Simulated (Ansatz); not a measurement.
# Ligand exchange: SiH2Br2 + SnHBr3 → SiH3Br + SnBr4

Species: SiH2Br2 (dibromosilane) `Br[SiH2]Br`, singlet; SnHBr3 `[Br][SnH]([Br])[Br]`, singlet; SiH3Br `[SiH3]Br`, singlet; SnBr4 (stannic bromide) `[Br][Sn]([Br])([Br])[Br]`, singlet. The partners trade Br for H: Si–Br and Sn–H bonds give way to Si–H and Sn–Br.

Shapes, held fixed at every level: PBE0-D4/def2-TZVP. Programs: Ansatz 0.2.0. The zero-point and thermal change to 298 K, harmonic and unscaled (PBE0-D4/def2-TZVP), is +2.2 kJ/mol.

| level | kind | ΔH(298 K) (kJ/mol) | less CCSD(T)/def2-TZVPP | CPU time (sum over the molecules) |
| --- | --- | --- | --- | --- |
| PBE-D4/def2-TZVPP | GGA | -1.2 | -0.5 | 72 s |
| r2SCAN-D4/def2-TZVPP | meta-GGA | -0.4 | +0.3 | 2 min |
| B3LYP-D4/def2-TZVPP | global hybrid | -7.1 | -6.4 | 2.6 min |
| wB97M-V/def2-TZVPP | range-separated hybrid | +1.4 | +2.1 | 5.7 min |
| MP2/def2-SVP | perturbation theory | -10.9 | -10.2 | – |
| MP2/def2-TZVPP | perturbation theory | -2.3 | -1.6 | – |
| CCSD(T)/def2-TZVPP | coupled cluster or CI | -0.7 | 0.0 | 26 min |

The highest level, CCSD(T)/def2-TZVPP, gives ΔH(298 K) = -0.7 kJ/mol; the levels span -10.9 to +1.4. That is about zero within the method's error. They disagree on the sign: 1 of 7 are positive. The column of differences is taken from that level and isn't an error. No measured value is set beside it here. For atoms past krypton def2 sets carry core potentials with scalar relativity. Relativity is left out for Br. Outer-core shells of Br, Sn are correlated, in sets that cover them unevenly. Times are processor times on shared x86 and Arm servers, and rough.

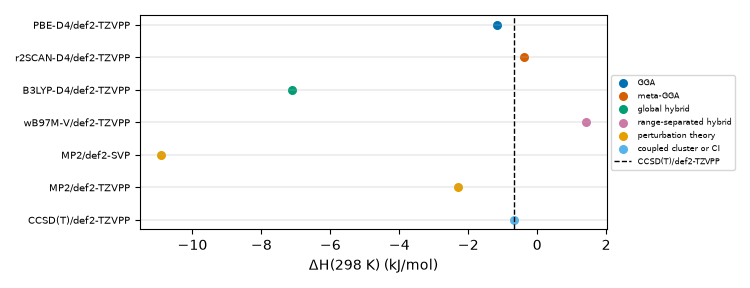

The values of the table, level by level.
